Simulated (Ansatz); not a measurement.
**HClO (triplet): RPA-PBE over a scan of the distance Cl1–H2 along a hydrogen transfer, cc-pVDZ**

How well do these functionals follow the top wave-function level for HClO (triplet) over a scan of the distance Cl1–H2 along a hydrogen transfer?

Method: cc-pVDZ, all electrons in the functionals, frozen cores in the correlation of double hybrids and RPA; program: Ansatz 0.2.0, Gaussian basis.

To be run: RPA-PBE, at 1.189 Å; 1.279 Å; 1.367 Å; 1.455 Å; 1.544 Å; 1.632 Å; 1.720 Å; 1.809 Å; 1.897 Å.

10 further runs of the same task are left out: 10 that didn't finish.

## 1. What is computed

The geometry derives from fragments relaxed apart (PBE0/def2-TZVP) and kept rigid, so it is no stationary point. A hydrogen atom is moved between rigid fragments.

3 atoms, charge 0, spin multiplicity 3.

Atoms are counted from 1 here; the program's logs count them from 0.

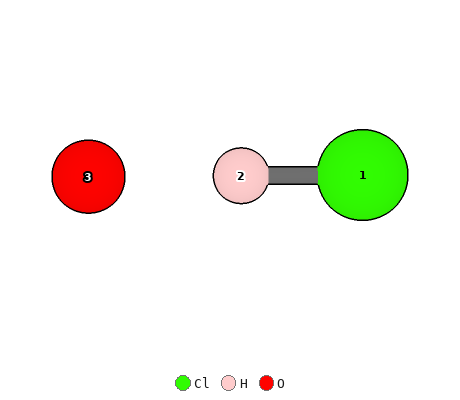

The structure; chlorine green, hydrogen pink, oxygen red; atoms are numbered from 1 in the order of the file.

No dispersion term is added.

The geometry shown and the zero of energy belong to the point 1.279 Å. The yardstick, UCCSDT(Q), and other wave-function levels (R restricted, U unrestricted, valence and pair active spaces) come from earlier runs.

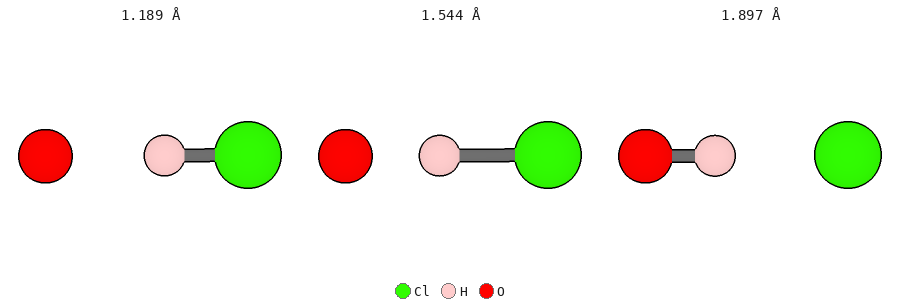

Three points of the scan; sticks are drawn by distance.

## 2. RPA-PBE, 1.189 Å

Input file in.yaml:

```yaml
crystal:
  periodic: [false, false, false]
  atoms:
    - {symbol: Cl, position_ang: [0.000000, 0.000000, -1.358667]}
    - {symbol: H, position_ang: [0.000000, 0.000000, -0.169667]}
    - {symbol: O, position_ang: [0.000000, 0.000000, 1.528333]}
basis:
  gaussian: {orbitals: cc-pVDZ}
magnetization: {spin_polarized: true, initial_magnetization: 2}
hamiltonian: {xc: {name: PBE}}
correlation: {method: rpa, electrons: outside_noble_gas}
```

Started as:

```bash
$ ansatz run in.yaml --threads 1 --pin off --events-out ev --progress --plain --max-ram 2393MiB
```

The log of the run:

```text
Functional definition: PBE
  name "PBE"
  cite "Perdew, Burke & Ernzerhof, Phys. Rev. Lett. 77, 3865 (1996) doi:10.1103/PhysRevLett.77.3865"
  parent pbe
  parameter kappa = 0.804
  parameter beta = 0.06672455060314922
  exchange = pbe_x(kappa = kappa, mu = beta*pi^2/3)
  correlation = pbe_c(beta = beta)
367 factors; integrals over basis functions are off by at most 1.2e-3 eV
mean field evaluation 1: about -14573.1239 eV, gradient 1.3e1 eV
mean field evaluation 2: about -14573.1228 eV, gradient 1.3e1 eV
mean field evaluation 4: about -14574.0858 eV, gradient 3.6e0 eV
mean field evaluation 8: about -14574.1695 eV, gradient 4.2e-2 eV
mean field evaluation 16: about -14574.1695 eV, gradient 2.4e-6 eV
mean field evaluation 32: about -14565.0109 eV, gradient 3.0e1 eV
mean field evaluation 64: about -14574.0051 eV, gradient 1.5e0 eV
mean field evaluation 96: about -14574.1677 eV, gradient 4.2e-2 eV
mean field evaluation 128: about -14574.0039 eV, gradient 4.0e-2 eV
mean field evaluation 160: about -14574.1601 eV, gradient 4.3e-1 eV
mean field -14574.16952216 eV, -535.5908512124 hartree, gradient 2.4e-6 eV, S^2 2.002794; 13 other end points of the search recorded, 0 dependent functions left out
6 core orbitals not correlated: weight in the atoms' cores, before any rotation towards them, 1.000 or more for the frozen orbitals, at most 0.000 for the correlated occupied ones
reference -14553.51732524 eV, -534.8318969744 hartree; 8, 6 occupied and 23, 25 virtual orbitals, 367 factors
Total energy: -14565.87659889 eV, -535.2860919033 hartree
```

It took 7.5 s on 1 thread of Intel Xeon Platinum 8175M at 2.50GHz, shared host.

From the report: ⟨S²⟩ of the determinant 2.003 (pure triplet: 2.00).

## 3. RPA-PBE, 1.279 Å

Input file in.yaml:

```yaml
crystal:
  periodic: [false, false, false]
  atoms:
    - {symbol: Cl, position_ang: [0.000000, 0.000000, -1.388600]}
    - {symbol: H, position_ang: [0.000000, 0.000000, -0.109800]}
    - {symbol: O, position_ang: [0.000000, 0.000000, 1.498400]}
basis:
  gaussian: {orbitals: cc-pVDZ}
magnetization: {spin_polarized: true, initial_magnetization: 2}
hamiltonian: {xc: {name: PBE}}
correlation: {method: rpa, electrons: outside_noble_gas}
```

The command is unchanged.

The log of the run, cut to the lines that bear on the results:

```text
Functional definition: PBE
  name "PBE"
  cite "Perdew, Burke & Ernzerhof, Phys. Rev. Lett. 77, 3865 (1996) doi:10.1103/PhysRevLett.77.3865"
  parent pbe
[...]
367 factors; integrals over basis functions are off by at most 1.3e-3 eV
[...]
mean field -14574.47419859 eV, -535.6020478648 hartree, gradient 9.3e-7 eV, S^2 2.003134; 12 other end points of the search recorded, 0 dependent functions left out
6 core orbitals not correlated: weight in the atoms' cores, before any rotation towards them, 1.000 or more for the frozen orbitals, at most 0.000 for the correlated occupied ones
reference -14553.26281337 eV, -534.8225438356 hartree; 8, 6 occupied and 23, 25 virtual orbitals, 367 factors
Total energy: -14566.08015675 eV, -535.2935725169 hartree
```

Run time: 6.5 s. Hardware: 1 thread of Intel Xeon Platinum 8175M at 2.50GHz, shared host.

From the report: ⟨S²⟩ of the determinant 2.003 (pure triplet: 2.00).

## 4. RPA-PBE, 1.367 Å

Input file in.yaml:

```yaml
crystal:
  periodic: [false, false, false]
  atoms:
    - {symbol: Cl, position_ang: [0.000000, 0.000000, -1.418000]}
    - {symbol: H, position_ang: [0.000000, 0.000000, -0.051000]}
    - {symbol: O, position_ang: [0.000000, 0.000000, 1.469000]}
basis:
  gaussian: {orbitals: cc-pVDZ}
magnetization: {spin_polarized: true, initial_magnetization: 2}
hamiltonian: {xc: {name: PBE}}
correlation: {method: rpa, electrons: outside_noble_gas}
```

The command is unchanged.

The log of the run, cut to the lines that bear on the results:

```text
Functional definition: PBE
  name "PBE"
  cite "Perdew, Burke & Ernzerhof, Phys. Rev. Lett. 77, 3865 (1996) doi:10.1103/PhysRevLett.77.3865"
  parent pbe
[...]
365 factors; integrals over basis functions are off by at most 1.4e-3 eV
[...]
mean field -14574.55493519 eV, -535.6050148802 hartree, gradient 2.0e-6 eV, S^2 2.003496; 13 other end points of the search recorded, 0 dependent functions left out
6 core orbitals not correlated: weight in the atoms' cores, before any rotation towards them, 1.000 or more for the frozen orbitals, at most 0.000 for the correlated occupied ones
reference -14552.64807399 eV, -534.7999525800 hartree; 8, 6 occupied and 23, 25 virtual orbitals, 365 factors
Total energy: -14566.08520786 eV, -535.2937581418 hartree
```

It took 7.5 s on 1 thread of Intel Xeon Platinum 8175M at 2.50GHz, shared host.

From the report: ⟨S²⟩ of the determinant 2.003 (pure triplet: 2.00).

From 1.279 Å: -0.5 kJ/mol.

## 5. RPA-PBE, 1.455 Å

Input file in.yaml:

```yaml
crystal:
  periodic: [false, false, false]
  atoms:
    - {symbol: Cl, position_ang: [0.000000, 0.000000, -1.447333]}
    - {symbol: H, position_ang: [0.000000, 0.000000, 0.007667]}
    - {symbol: O, position_ang: [0.000000, 0.000000, 1.439667]}
basis:
  gaussian: {orbitals: cc-pVDZ}
magnetization: {spin_polarized: true, initial_magnetization: 2}
hamiltonian: {xc: {name: PBE}}
correlation: {method: rpa, electrons: outside_noble_gas}
```

The command is unchanged.

The log of the run, cut to the lines that bear on the results:

```text
Functional definition: PBE
  name "PBE"
  cite "Perdew, Burke & Ernzerhof, Phys. Rev. Lett. 77, 3865 (1996) doi:10.1103/PhysRevLett.77.3865"
  parent pbe
[...]
365 factors; integrals over basis functions are off by at most 1.4e-3 eV
[...]
mean field -14574.54799268 eV, -535.6047597474 hartree, gradient 6.0e-6 eV, S^2 2.003766; 12 other end points of the search recorded, 0 dependent functions left out
6 core orbitals not correlated: weight in the atoms' cores, before any rotation towards them, 1.000 or more for the frozen orbitals, at most 0.000 for the correlated occupied ones
reference -14551.86344759 eV, -534.7711180917 hartree; 8, 6 occupied and 23, 25 virtual orbitals, 365 factors
Total energy: -14566.04897557 eV, -535.2924266297 hartree
```

It took 6.5 s on 1 thread of Intel Xeon Platinum 8175M at 2.50GHz, shared host.

From the report: ⟨S²⟩ of the determinant 2.004 (pure triplet: 2.00).

From 1.279 Å: +3.0 kJ/mol.

## 6. RPA-PBE, 1.544 Å

Input file in.yaml:

```yaml
crystal:
  periodic: [false, false, false]
  atoms:
    - {symbol: Cl, position_ang: [0.000000, 0.000000, -1.477000]}
    - {symbol: H, position_ang: [0.000000, 0.000000, 0.067000]}
    - {symbol: O, position_ang: [0.000000, 0.000000, 1.410000]}
basis:
  gaussian: {orbitals: cc-pVDZ}
magnetization: {spin_polarized: true, initial_magnetization: 2}
hamiltonian: {xc: {name: PBE}}
correlation: {method: rpa, electrons: outside_noble_gas}
```

Same command.

The log of the run, cut to the lines that bear on the results:

```text
Functional definition: PBE
  name "PBE"
  cite "Perdew, Burke & Ernzerhof, Phys. Rev. Lett. 77, 3865 (1996) doi:10.1103/PhysRevLett.77.3865"
  parent pbe
[...]
369 factors; integrals over basis functions are off by at most 1.3e-3 eV
[...]
mean field -14574.53960313 eV, -535.6044514372 hartree, gradient 7.0e-6 eV, S^2 2.003817; 10 other end points of the search recorded, 0 dependent functions left out
6 core orbitals not correlated: weight in the atoms' cores, before any rotation towards them, 1.000 or more for the frozen orbitals, at most 0.000 for the correlated occupied ones
reference -14551.09847683 eV, -534.7430059348 hartree; 8, 6 occupied and 23, 25 virtual orbitals, 369 factors
Total energy: -14566.06752562 eV, -535.2931083313 hartree
```

Wall time 7.5 s (1 thread of Intel Xeon Platinum 8175M at 2.50GHz, shared host).

From the report: ⟨S²⟩ of the determinant 2.004 (pure triplet: 2.00).

From 1.279 Å: +1.2 kJ/mol.

## 7. RPA-PBE, 1.632 Å

Input file in.yaml:

```yaml
crystal:
  periodic: [false, false, false]
  atoms:
    - {symbol: Cl, position_ang: [0.000000, 0.000000, -1.506333]}
    - {symbol: H, position_ang: [0.000000, 0.000000, 0.125667]}
    - {symbol: O, position_ang: [0.000000, 0.000000, 1.380667]}
basis:
  gaussian: {orbitals: cc-pVDZ}
magnetization: {spin_polarized: true, initial_magnetization: 2}
hamiltonian: {xc: {name: PBE}}
correlation: {method: rpa, electrons: outside_noble_gas}
```

Same command.

The log of the run, cut to the lines that bear on the results:

```text
Functional definition: PBE
  name "PBE"
  cite "Perdew, Burke & Ernzerhof, Phys. Rev. Lett. 77, 3865 (1996) doi:10.1103/PhysRevLett.77.3865"
  parent pbe
[...]
369 factors; integrals over basis functions are off by at most 1.4e-3 eV
[...]
mean field -14574.57646179 eV, -535.6058059681 hartree, gradient 1.2e-9 eV, S^2 2.003618; 13 other end points of the search recorded, 0 dependent functions left out
6 core orbitals not correlated: weight in the atoms' cores, before any rotation towards them, 1.000 or more for the frozen orbitals, at most 0.000 for the correlated occupied ones
reference -14550.55078136 eV, -534.7228784976 hartree; 8, 6 occupied and 23, 25 virtual orbitals, 369 factors
Total energy: -14566.17876147 eV, -535.2971961735 hartree
```

Run time: 13 s. Hardware: 1 thread of Intel Xeon Platinum 8175M at 2.50GHz, shared host.

From the report: ⟨S²⟩ of the determinant 2.004 (pure triplet: 2.00).

From 1.279 Å: -9.5 kJ/mol.

## 8. RPA-PBE, 1.720 Å

Input file in.yaml:

```yaml
crystal:
  periodic: [false, false, false]
  atoms:
    - {symbol: Cl, position_ang: [0.000000, 0.000000, -1.535667]}
    - {symbol: H, position_ang: [0.000000, 0.000000, 0.184333]}
    - {symbol: O, position_ang: [0.000000, 0.000000, 1.351333]}
basis:
  gaussian: {orbitals: cc-pVDZ}
magnetization: {spin_polarized: true, initial_magnetization: 2}
hamiltonian: {xc: {name: PBE}}
correlation: {method: rpa, electrons: outside_noble_gas}
```

Same command.

The log of the run, cut to the lines that bear on the results:

```text
Functional definition: PBE
  name "PBE"
  cite "Perdew, Burke & Ernzerhof, Phys. Rev. Lett. 77, 3865 (1996) doi:10.1103/PhysRevLett.77.3865"
  parent pbe
[...]
367 factors; integrals over basis functions are off by at most 1.5e-3 eV
[...]
mean field -14574.66154854 eV, -535.6089328485 hartree, gradient 6.6e-6 eV, S^2 2.003287; 15 other end points of the search recorded, 0 dependent functions left out
6 core orbitals not correlated: weight in the atoms' cores, before any rotation towards them, 1.000 or more for the frozen orbitals, at most 0.000 for the correlated occupied ones
reference -14550.62376916 eV, -534.7255607495 hartree; 8, 6 occupied and 23, 25 virtual orbitals, 367 factors
Total energy: -14566.32378025 eV, -535.3025255153 hartree
```

Wall time 9.5 s (1 thread of Intel Xeon Platinum 8175M at 2.50GHz, shared host).

From the report: ⟨S²⟩ of the determinant 2.003 (pure triplet: 2.00).

From 1.279 Å: -23.5 kJ/mol.

## 9. RPA-PBE, 1.809 Å

Input file in.yaml:

```yaml
crystal:
  periodic: [false, false, false]
  atoms:
    - {symbol: Cl, position_ang: [0.000000, 0.000000, -1.565333]}
    - {symbol: H, position_ang: [0.000000, 0.000000, 0.243667]}
    - {symbol: O, position_ang: [0.000000, 0.000000, 1.321667]}
basis:
  gaussian: {orbitals: cc-pVDZ}
magnetization: {spin_polarized: true, initial_magnetization: 2}
hamiltonian: {xc: {name: PBE}}
correlation: {method: rpa, electrons: outside_noble_gas}
```

The command is unchanged.

The log of the run, cut to the lines that bear on the results:

```text
Functional definition: PBE
  name "PBE"
  cite "Perdew, Burke & Ernzerhof, Phys. Rev. Lett. 77, 3865 (1996) doi:10.1103/PhysRevLett.77.3865"
  parent pbe
[...]
367 factors; integrals over basis functions are off by at most 1.3e-3 eV
[...]
mean field -14574.74720624 eV, -535.6120807108 hartree, gradient 2.3e-6 eV, S^2 2.002962; 15 other end points of the search recorded, 0 dependent functions left out
6 core orbitals not correlated: weight in the atoms' cores, before any rotation towards them, 1.000 or more for the frozen orbitals, at most 0.000 for the correlated occupied ones
reference -14550.93710935 eV, -534.7370757892 hartree; 8, 6 occupied and 23, 25 virtual orbitals, 367 factors
Total energy: -14566.47230227 eV, -535.3079835988 hartree
```

Wall time 9 s (1 thread of Intel Xeon Platinum 8175M at 2.50GHz, shared host).

From the report: ⟨S²⟩ of the determinant 2.003 (pure triplet: 2.00).

From 1.279 Å: -37.8 kJ/mol.

## 10. RPA-PBE, 1.897 Å

Input file in.yaml:

```yaml
crystal:
  periodic: [false, false, false]
  atoms:
    - {symbol: Cl, position_ang: [0.000000, 0.000000, -1.594667]}
    - {symbol: H, position_ang: [0.000000, 0.000000, 0.302333]}
    - {symbol: O, position_ang: [0.000000, 0.000000, 1.292333]}
basis:
  gaussian: {orbitals: cc-pVDZ}
magnetization: {spin_polarized: true, initial_magnetization: 2}
hamiltonian: {xc: {name: PBE}}
correlation: {method: rpa, electrons: outside_noble_gas}
```

The command is unchanged.

The log of the run, cut to the lines that bear on the results:

```text
Functional definition: PBE
  name "PBE"
  cite "Perdew, Burke & Ernzerhof, Phys. Rev. Lett. 77, 3865 (1996) doi:10.1103/PhysRevLett.77.3865"
  parent pbe
[...]
365 factors; integrals over basis functions are off by at most 1.5e-3 eV
[...]
mean field -14574.72287943 eV, -535.6111867171 hartree, gradient 1.1e-6 eV, S^2 2.002715; 13 other end points of the search recorded, 0 dependent functions left out
6 core orbitals not correlated: weight in the atoms' cores, before any rotation towards them, 1.000 or more for the frozen orbitals, at most 0.000 for the correlated occupied ones
reference -14551.26210773 eV, -534.7490192595 hartree; 8, 6 occupied and 23, 25 virtual orbitals, 365 factors
Total energy: -14566.50394839 eV, -535.3091465725 hartree
```

Wall time 7.5 s (1 thread of Intel Xeon Platinum 8175M at 2.50GHz, shared host).

From the report: ⟨S²⟩ of the determinant 2.003 (pure triplet: 2.00).

From 1.279 Å: -40.9 kJ/mol.

## 11. Against the wave-function levels

The yardstick is UCCSDT(Q), where the cluster series has nearly closed. It comes from earlier runs at the same points. Energies in kJ/mol, counted from 1.279 Å; blanks weren't run or aren't comparable.

```
    level  1.189 Å  1.279 Å  1.367 Å  1.455 Å  1.544 Å  1.632 Å  1.720 Å  1.809 Å  1.897 Å
UCCSDT(Q)     16.5      0.0      9.9     34.4     65.6     74.7     63.4     42.0     26.5
  RPA-PBE     19.6      0.0     -0.5      3.0      1.2     -9.5    -23.5    -37.8    -40.9
```

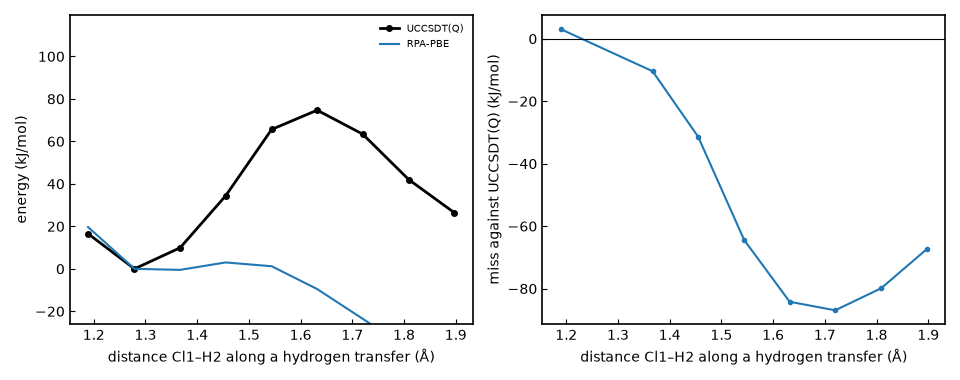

Left: the curves (the axis may cut off levels that run far away). Right: misses against UCCSDT(Q), in the same colours.

Largest miss and mean time a point (UCCSDT(Q) took 24 s a point; shared hosts):

```
  level  largest miss (kJ/mol)    where  time a point
RPA-PBE                  -86.9  1.720 Å         8.3 s
```

## 12. Results

| quantity | value |
| --- | --- |
| span of the UCCSDT(Q) curve | 74.7 kJ/mol |
| largest miss, RPA-PBE | -86.9 kJ/mol (1.720 Å) |

RPA-PBE strays by up to 86.9 kJ/mol, at 1.720 Å. Functionals and the yardstick converge differently with the basis, so part of each miss in cc-pVDZ is the basis.
